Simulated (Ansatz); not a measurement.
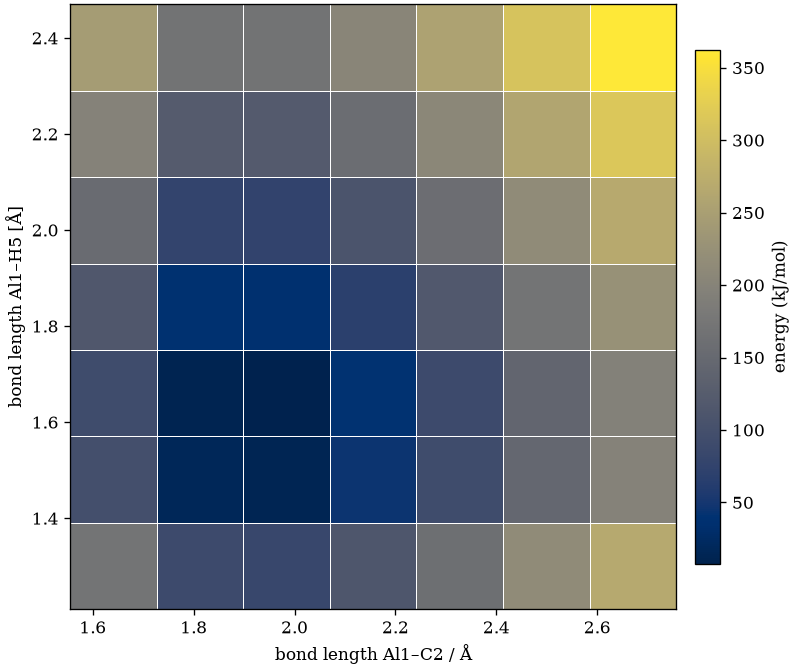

Energy landscape of CH4AlClSi, SMILES [AlH2][CH]=[SiH]Cl. 
- Coordinates scanned: (1) bond length Al1–C2; (2) bond length Al1–H5.
- Nothing is relaxed (all other coordinates rigid).
- The scan uses a 7 × 7 grid.
- Energies: kJ/mol, counted from the relaxed molecule at the same level.
- The reference is spin-restricted, which grows unreliable where a bond is stretched far.
- Computed with RKS PBE0-D4/def2-TZVP in Ansatz 0.2.0.

Drawn: one coloured cell a grid point. 

**Summarise what can be read from the map.**

The lowest grid point is at bond length Al1–C2 = 1.984 Å, bond length Al1–H5 = 1.66 Å, 8 kJ/mol from the relaxed molecule at the same level. The bottom of the well lies between grid points, at about bond length Al1–C2 = 1.906 Å, bond length Al1–H5 = 1.58 Å, about 8.1 kJ/mol lower on the interpolated surface. No other kind of well shows on this grid. The highest grid point, bond length Al1–C2 = 2.671 Å, bond length Al1–H5 = 2.38 Å, lies 355 kJ/mol above the lowest. Round the minimum the two coordinates are nearly uncoupled.

The values on the grid:

| bond length Al1–H5 ↓, bond length Al1–C2 → | 1.641 | 1.812 | 1.984 | 2.156 | 2.327 | 2.499 | 2.671 |
| --- | --- | --- | --- | --- | --- | --- | --- |
| 2.38 | 244 | 169 | 169 | 204 | 255 | 309 | 362 |
| 2.20 | 198 | 122 | 121 | 156 | 206 | 261 | 314 |
| 2.02 | 154 | 77 | 74 | 109 | 158 | 213 | 267 |
| 1.84 | 115 | 38 | 35 | 68 | 117 | 171 | 225 |
| 1.66 | 91 | 12 | 8 | 41 | 89 | 142 | 196 |
| 1.48 | 98 | 17 | 12 | 44 | 92 | 145 | 199 |
| 1.30 | 171 | 88 | 82 | 113 | 160 | 213 | 266 |

The input of one point:

```yaml
crystal:
  periodic: [false, false, false]
  atoms:
    - { symbol: Al, position_ang: [-0.442915, 1.60226, 0.052834] }
    - { symbol: C, position_ang: [0.47276, -0.062586, 0.62387] }
    - { symbol: Si, position_ang: [0.363716, -1.568551, -0.147647] }
    - { symbol: Cl, position_ang: [-0.744062, -1.911098, -1.810864] }
    - { symbol: H, position_ang: [-1.416053, 1.587041, -1.293158] }
    - { symbol: H, position_ang: [-0.239027, 2.938076, 0.886881] }
    - { symbol: H, position_ang: [1.116508, -0.070978, 1.50393] }
    - { symbol: H, position_ang: [1.021875, -2.835564, 0.233897] }
basis:
  gaussian: { orbitals: def2-TZVP }
hamiltonian:
  xc: pbe0
  dispersion: d4
output:
  forces: true
```

The whole map (49 points run) took 7.2 min on 1 thread of Arm Neoverse V2, on a shared host.
